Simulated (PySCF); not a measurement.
# PBE0/6-31G run of AlH3 (SMILES [H][Al]([H])[H])

Aim: the vertical singlet–triplet gap of AlH3 at PBE0/6-31G, from 2 runs. The job is set up through a Python script.

Program for the calculation: PySCF 2.14.0.

8 further runs of the same task are left out: 8 set aside as unsound or not needed.

## 1. The system as given

The species is AlH3 (4 atoms), meant as a singlet with charge 0. SMILES: `[H][Al]([H])[H]`. Geometry: a GFN2-xTB relaxation, a rough one for these elements and not checked as a minimum.

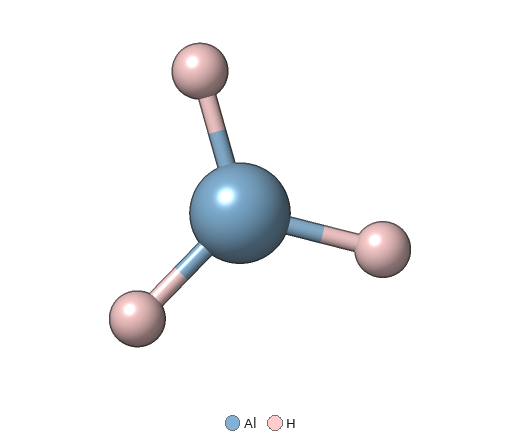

Viewed from a chosen angle; aluminium light blue, hydrogen pink.

## 2. The energy at PBE0/6-31G

File input.py:

```python
# AlH3
from pyscf import gto, dft

molecule = gto.M(
    atom='''
Al      -0.000010      -0.000020       0.000020
H        1.552650      -0.030520       0.014610
H       -0.749810       1.359840      -0.019120
H       -0.802830      -1.329300       0.004480
''',
    basis='6-31g',
    verbose=3,
    max_memory=1860,
)

mf = dft.RKS(molecule, xc='pbe0')
mf.conv_tol = 1e-10
mf.grids.level = 5
mf.kernel()
if not mf.converged:
    mf = mf.newton().run(mf.mo_coeff, mf.mo_occ)

energy = mf.e_tot
print('Final energy', energy)
```

Command:

```
OMP_NUM_THREADS=1 python input.py
```

Output:

```text
converged SCF energy = -244.032473018124
Final energy -244.03247301812425
```

It took 1.9 s on 1 thread of Arm Neoverse V1, shared host; peak memory 0.18 GiB.

## 3. The triplet, same level

File calc.py:

```python
from pyscf import gto, dft

mol = gto.M(
    atom='''
Al      -0.000010      -0.000020       0.000020
H        1.552650      -0.030520       0.014610
H       -0.749810       1.359840      -0.019120
H       -0.802830      -1.329300       0.004480
''',
    charge=0,
    max_memory=1860,
    verbose=4,
    spin=2,
    basis='6-31g',
)

mf = dft.UKS(mol, xc='pbe0')
mf.grids.level = 5
mf.conv_tol = 1e-10
mf.kernel()
if not mf.converged:
    mf = mf.newton().run(mf.mo_coeff, mf.mo_occ)

etot = mf.e_tot
print('E(%s) = %.9f' % ('PBE0', etot))
```

Command:

```
OMP_NUM_THREADS=1 python calc.py
```

Output:

```text
PySCF version 2.14.0

[INPUT] num. atoms = 4
[INPUT] num. electrons = 16
[INPUT] charge = 0
[INPUT] spin (= nelec alpha-beta = 2S) = 2
[INPUT] symmetry False subgroup None
[INPUT] Mole.unit = angstrom
[INPUT] Symbol           X                Y                Z      unit          X                Y                Z       unit  Magmom
[INPUT]  1 Al    -0.000010000000  -0.000020000000   0.000020000000 AA   -0.000018897261  -0.000037794522   0.000037794522 Bohr   0.0
[INPUT]  2 H      1.552650000000  -0.030520000000   0.014610000000 AA    2.934083267306  -0.057674441322   0.027608898680 Bohr   0.0
[INPUT]  3 H     -0.749810000000   1.359840000000  -0.019120000000 AA   -1.416935545460   2.569725173229  -0.036131563502 Bohr   0.0
[INPUT]  4 H     -0.802830000000  -1.329300000000   0.004480000000 AA   -1.517128824585  -2.512012937384   0.008465973038 Bohr   0.0

nuclear repulsion = 13.8794596526858
number of shells = 13
number of NR pGTOs = 58
number of NR cGTOs = 19
basis = 6-31g
ecp = {}

[... 32 lines left out ...]
[... the frontier-level lines of each cycle are left out ...]
[... 1 line left out ...]
[... 5 lines left out ...]
[... 5 lines left out ...]
[... 5 lines left out ...]
[... 5 lines left out ...]
[... 5 lines left out ...]
[... 5 lines left out ...]
[... 5 lines left out ...]
[... 5 lines left out ...]
[... 5 lines left out ...]
[... 1 line left out ...]
cycle= 10 E= -243.852287335461  delta_E= -5.75e-05  |g|= 0.00124  |ddm|= 0.0491


cycle= 11 E= -243.852288122623  delta_E= -7.87e-07  |g|= 0.000904  |ddm|= 0.00323


cycle= 12 E= -243.852293075764  delta_E= -4.95e-06  |g|= 0.000329  |ddm|= 0.0178


cycle= 13 E= -243.852293221216  delta_E= -1.45e-07  |g|= 3.19e-05  |ddm|= 0.000591


cycle= 14 E= -243.852293223176  delta_E= -1.96e-09  |g|= 4.15e-06  |ddm|= 0.000324


cycle= 15 E= -243.852293223266  delta_E= -9.08e-11  |g|= 1.74e-06  |ddm|= 9.53e-05


Extra cycle  E= -243.852293223268  delta_E= -1.88e-12  |g|= 1.23e-06  |ddm|= 4.89e-06
converged SCF energy = -243.852293223268  <S^2> = 2.0041684  2S+1 = 3.0027776
E(PBE0) = -243.852293223
```

It took 3.9 s on 1 thread of Arm Neoverse V1, shared host; peak memory 0.19 GiB.

## 4. Outcome

At PBE0/6-31G:

| quantity | value |
| --- | --- |
| singlet: total energy | -244.03247 Eh |
| singlet: dipole moment | 0.00 D |
| singlet: HOMO energy | -8.68 eV |
| singlet: LUMO energy | -1.84 eV |
| singlet: HOMO–LUMO gap | 6.84 eV |
| triplet: total energy | -243.85229 Eh |
| triplet: dipole moment | 1.37 D |
| triplet: HOMO energy (highest over α and β) | -4.26 eV |
| triplet: ⟨S²⟩ | 2.004 |
| vertical energy of the triplet above the singlet | 4.903 eV |

In words: At this shape the triplet lies 4.90 eV (473 kJ/mol) above the singlet. Mulliken charges (singlet) run from -0.18 on H2 to +0.54 on Al1; they depend strongly on the basis.
